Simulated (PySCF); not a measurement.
# F$_{4}$H$_{6}$N$_{2}$Si: what the fields show

Input

```
{"job": {"kind": "uv", "xc": "CAM-B3LYP", "basis": "def2-SVPD", "ip": false, "nstates": 10}, "charge": 0, "multiplicity": 1}
Si    -0.589389     0.008854    -0.619976
N     -0.627623    -0.116357     1.415497
H     -1.609024     0.105381     1.593515
H     -0.058501     0.549566     1.935072
H     -0.457365    -1.067286     1.741342
F     -0.408070     0.129346    -2.253016
N      1.448418     0.091873    -0.551953
H      1.668036    -0.116818    -1.527795
H      1.925027    -0.596285     0.028249
H      1.786995     1.031731    -0.348759
F     -2.231552    -0.081881    -0.530082
F     -0.493305     1.650270    -0.316148
F     -0.323037    -1.640485    -0.543727
```

Run with:

```sh
OMP_NUM_THREADS=1 python probes_run.py task.json out
```

Geometry: PBE0-D3(BJ)/def2-SVP.

The calculation used CAM-B3LYP/def2-SVPD, SCF density, gas phase in PySCF 2.14.0.

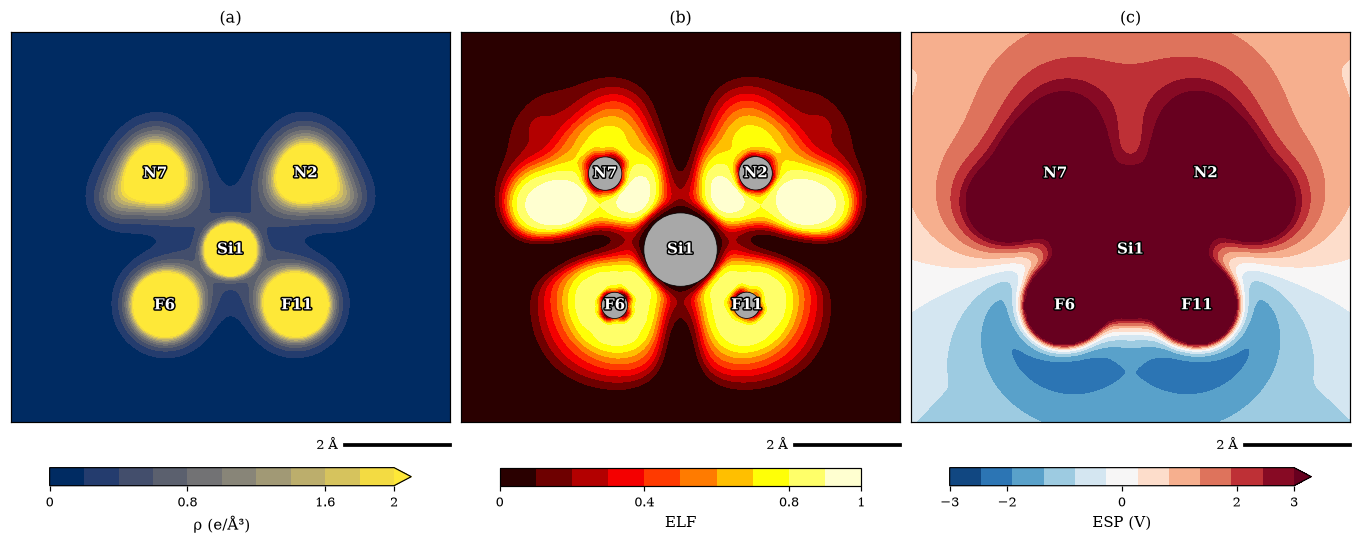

Figure 1. (a) total electron density; (b) ELF; (c) electrostatic potential on the plane of atoms F6, Si1 and F11. Grey discs cover the atomic cores in the ELF map.

Describe what can be read from this map.

Answer.
- The plane passes through Si, N and F nuclei.
- Si–F (1.65 Å): ρ is about 0.99 e/Å³ halfway; the ELF peaks at about 0.85 in the valence shell of F, 0.6 Å from its nucleus, and is about 0.55 at the midpoint.
- Si–N (2.04 Å): ρ at the midpoint is about 0.59 e/Å³, with its minimum of 0.43 e/Å³ about 0.8 Å from Si; the ELF peaks at about 0.95 between the atoms: a polar covalent bond.
- The ELF also peaks beside F11 and F6, away from the bonds: lone-pair regions.
- Outside the dense part of the molecule the potential is most negative (−2.2 V) near F6 and F11.

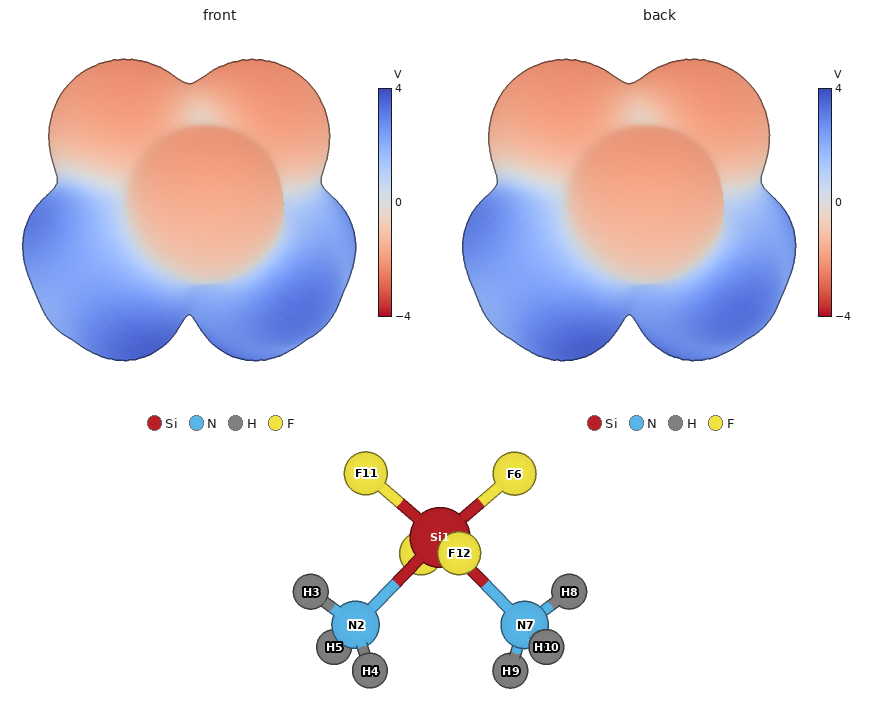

Figure 2. The electrostatic potential painted on the density surface at 0.004 e/bohr³, seen from the front and from behind; red is negative and blue positive. The bare structure is drawn below in the same view.

Describe the electrostatic potential map.

Answer. The most negative region (about −2.2 V) lies over F6 and F11, the most positive (about +3.5 V) over H4 and H9.

How polar is the molecule by this calculation?

Answer. Its dipole moment is 8.38 D.
